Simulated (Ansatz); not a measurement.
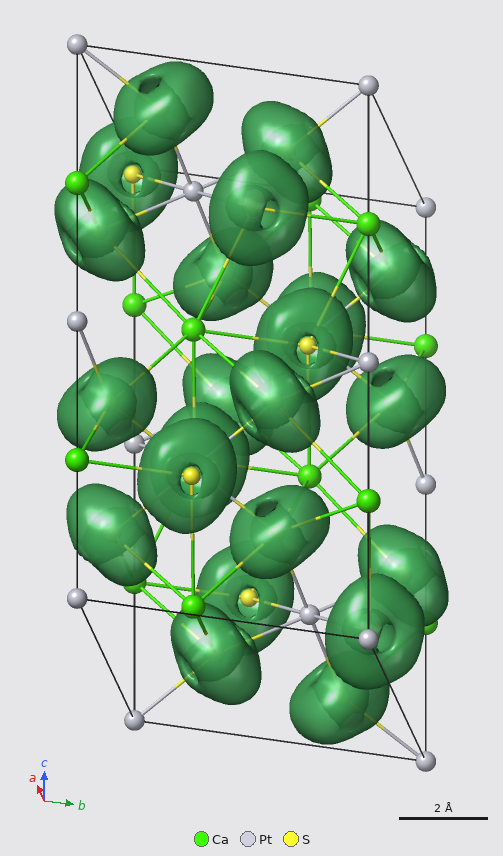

The picture shows: CaPtS$_{3}$. Isosurface of the electron localisation function at 0.75 (green), seen at an oblique angle. Only the valence region is drawn (cores and ρ < 0.01 e/Å³ removed). Sticks mark near contacts.

Space group R-3c; a structure generated by program, which may or may not match a known phase.

Method: DFT PBE, scalar-relativistic, plane waves, PAW (Ansatz 0.2.0).

```
Ca Pt S
1.0
     7.01871    0.00000    0.00000
    -3.50935    6.07838    0.00000
     0.00000    0.00000   13.75386
Ca Pt S
6 6 18
Direct
  0.66667 0.33333 0.08333
  0.33333 0.66667 0.41667
  0.00000 0.00000 0.75000
  0.00000 0.00000 0.25000
  0.66667 0.33333 0.58333
  0.33333 0.66667 0.91667
  0.33333 0.66667 0.16667
  0.00000 0.00000 0.50000
  0.66667 0.33333 0.83333
  0.00000 0.00000 0.00000
  0.66667 0.33333 0.33333
  0.33333 0.66667 0.66667
  0.60669 0.60669 0.25000
  0.27336 0.94003 0.58333
  0.94003 0.27336 0.91667
  0.39331 0.00000 0.25000
  0.05997 0.33333 0.58333
  0.72664 0.66667 0.91667
  0.00000 0.39331 0.25000
  0.66667 0.72664 0.58333
  0.33333 0.05997 0.91667
  0.05997 0.72664 0.08333
  0.72664 0.05997 0.41667
  0.39331 0.39331 0.75000
  0.27336 0.33333 0.08333
  0.94003 0.66667 0.41667
  0.60669 0.00000 0.75000
  0.66667 0.94003 0.08333
  0.33333 0.27336 0.41667
  0.00000 0.60669 0.75000
```

### Describe the localisation domains.

At this value the surface marks out 18 regions wrapped around S (the valence shell of each), counted in one cell of 30 atoms. Regions shared between cells count once.

Values along the shortest contacts:
Pt–S (2.45 Å): the ELF peaks at about 0.80 in the valence shell of S, 0.8 Å from its nucleus, and is about 0.40 at the midpoint. Ca–S (2.76 Å): the ELF peaks at about 0.95 in the valence shell of S, 0.9 Å from its nucleus, and is about 0.35 at the midpoint.
